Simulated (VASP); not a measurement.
Band structure of MgI₂ (1T layered). Level of theory: AM05 GGA, VASP's PBE PAW potentials (set 64) (plane waves; VASP).

Without a dispersion term in the relaxation, distances and binding between the weakly bound layers, chains or molecules are unreliable, and so is what depends on them. Unless said otherwise, spin-orbit coupling is left out, though it shifts the bands of the heavy elements here.

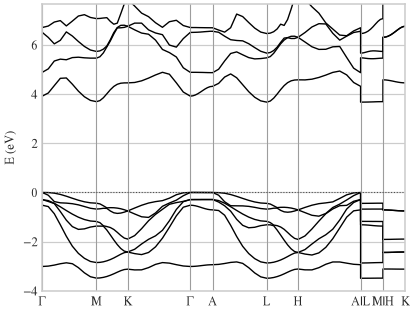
Bands along high-symmetry lines, zero at the valence-band maximum or, without a gap, the Fermi level

### Question
Read the plot: is there a gap, and where are the band edges?

### Answer
The gap is indirect, 3.67 eV, from the valence maximum at Γ to the conduction minimum at L. (Edges off the drawn lines would not show.)

The compound is MgI2 in the 1T layered structure. It was relaxed first, which changed the volume by +28 %.
